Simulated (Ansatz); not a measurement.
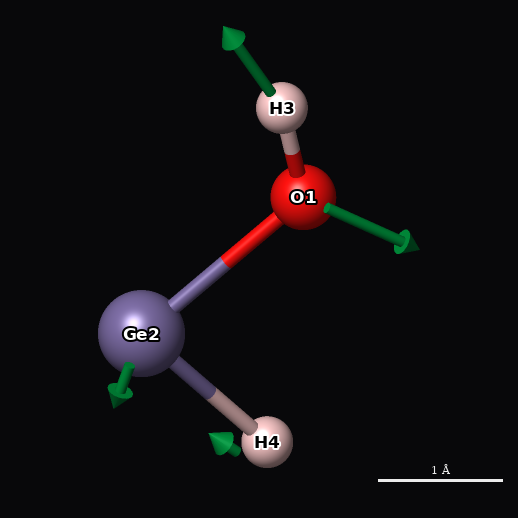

Arrows show the forces on the atoms, 0.8 Å of arrow for 1 eV/Å; forces under a tenth of the largest aren't drawn. Level of theory: r2SCAN-D4/def2-TZVPP (Ansatz 0.2.0).

On which atom is the force largest, and how large is it?

Answer. On O1: 1.18 eV/Å.

Along which bond is the force strongest?

Answer. O1–H3, now 0.942 Å: the forces push its atoms apart, so a first step downhill lengthens it.

List the force components in the frame of the picture (x right, y up, z towards the viewer), in eV/Å.

```json
{"atom": "O1", "Fx": "0.94", "Fy": "−0.42", "Fz": "−0.58"}
{"atom": "Ge2", "Fx": "−0.16", "Fy": "−0.44", "Fz": "−0.28"}
{"atom": "H3", "Fx": "−0.48", "Fy": "0.68", "Fz": "0.64"}
{"atom": "H4", "Fx": "−0.29", "Fy": "0.19", "Fz": "0.22"}
```
